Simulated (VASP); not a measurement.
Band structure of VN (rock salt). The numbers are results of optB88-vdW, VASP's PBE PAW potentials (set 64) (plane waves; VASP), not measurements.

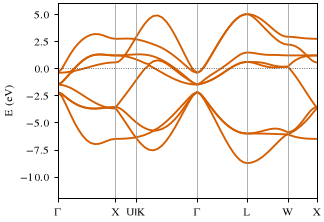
Fig. 1. Bands along high-symmetry lines, zero at the valence-band maximum or, without a gap, the Fermi level

**Question.** Read the plot: is there a gap, and where are the band edges?

**Answer.** It has no gap at this level: it comes out as a metal or semimetal. (Edges off the drawn lines would not show.)

The compound is VN in the rock salt structure, which distorts at low temperature. It was relaxed first. The run is not spin-polarised, so no magnetic state was tried. VASP warned that the highest band is occupied, so more bands are needed.
